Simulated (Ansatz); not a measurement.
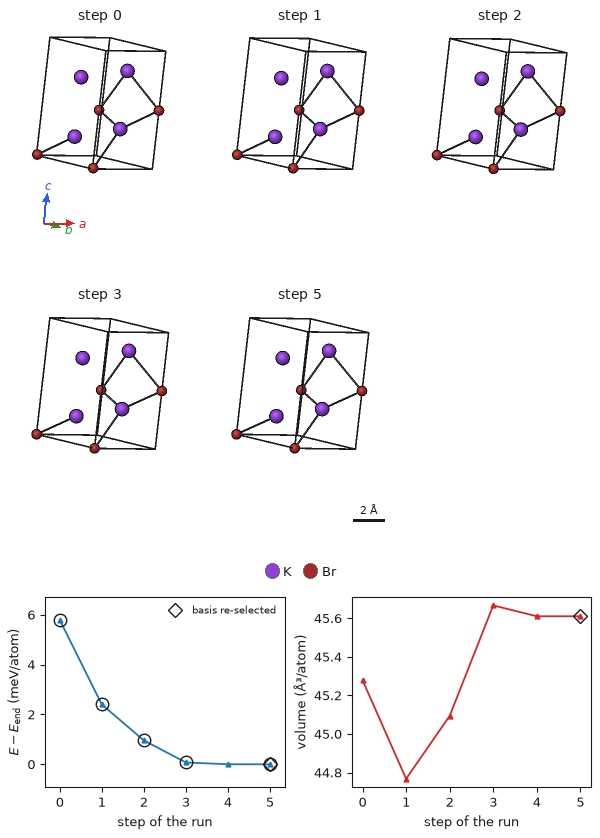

Frames of a relaxation of a crystal of K₂Br (built on the MoSi2 (C11b)_139 type) (coarse preliminary run), marked on the history of the run. Style: ball-and-stick. Shown: the cell of the calculation, reduced to other axes, from a free direction. Lengths and directions refer to the drawn axes.

These are results of DFT PBE, scalar-relativistic, plane waves, PAW in Ansatz, not measurements. Settings: plane-wave cutoff 420 eV; k-point mesh 6 × 4 × 6; occupations gaussian; smearing width 0.1 eV; no spin polarisation; cell and atoms relaxed; force threshold 0.015 eV/Å; at most 120 steps.

> What happens along the run?

A K atom moves most relative to the cell: 0.10 Å along [0 −3 2]. Largest moves by element: K 0.10 Å, Br 0.08 Å. Cell: a 4.110 → 4.155 Å (+1.1 %), b 8.328 → 8.464 Å (+1.6 %), c 8.381 → 8.275 Å (−1.3 %), α 76.1° → 75.9°, β 89.1° → 89.3°, γ 77.5° → 76.1°. Volume +0.7 %. Near-neighbour distances that change, for instance: Br–K 3.334 → 3.537 Å, Br–K 3.700 → 3.578 Å, Br–K 3.643 → 3.523 Å, Br–K 3.423 → 3.538 Å. Among the angles between lasting bonds that change: Br–K–Br 76.6° → 72.0°, Br–K–Br 116.9° → 112.6°, Br–K–Br 76.2° → 72.0°. The space group stays P1 (No. 1). Over 4 accepted moves (5 points after the start) the energy falls by 5.8 meV per atom. The largest force component goes from 0.16 to 0.0027 eV/Å. The pressure goes from 0.23 to −0.01 GPa. The SCF was repeated once at an unchanged geometry on a basis and grid sized afresh for the cell, which shifted the energy by less than 0.05 meV per atom at most. From step 0 to 1: a K atom moves most (0.06 Å), volume −1.1 %, energy −3.4 meV per atom. From step 1 to 2: a Br atom moves most (0.02 Å), volume +0.7 %, energy −1.4 meV per atom. From step 2 to 3: a K atom moves most (0.07 Å), volume +1.3 %, energy −0.9 meV per atom. From step 3 to 5: volume −0.1 %, energy −0.1 meV per atom.

| step | E − E(0), meV/atom | largest force component, eV/Å | pressure, GPa | volume, Å³/atom | note |
| --- | --- | --- | --- | --- | --- |
| 0 | 0.00 | 0.1597 | 0.23 | 45.279 |  |
| 1 | -3.39 | 0.0604 | 0.20 | 44.768 |  |
| 2 | -4.83 | 0.0244 | 0.10 | 45.094 |  |
| 3 | -5.72 | 0.0149 | 0.00 | 45.667 |  |
| 4 | -5.79 | 0.0027 | -0.01 | 45.611 |  |
| 5 | -5.80 | 0.0027 | -0.01 | 45.611 | same geometry, new basis |
